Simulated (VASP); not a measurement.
Band structure of Hg₃ZnSe₄ (ordered alloy cell). Level of theory: PBEsol GGA, VASP's PBE PAW potentials (set 64) (plane waves; VASP 6.6.1).

Unless said otherwise, spin-orbit coupling is left out, though it shifts the bands of the heavy elements here.

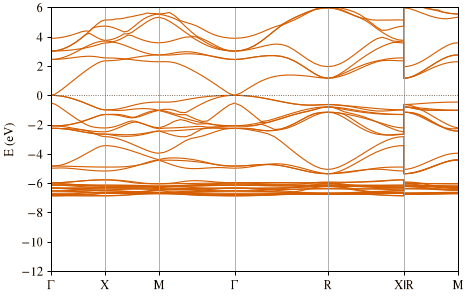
Fig. 1. Bands along high-symmetry lines, zero at the valence-band maximum or, without a gap, the Fermi level

### Question
Read the plot: is there a gap, and where are the band edges?

### Answer
It has no gap at this level: it comes out as a metal or semimetal. (Edges off the drawn lines would not show.)

The structure was generated: Hg3ZnSe4 was put into an ordered model structure (P-43m), which need not be its known phase. It was relaxed first.
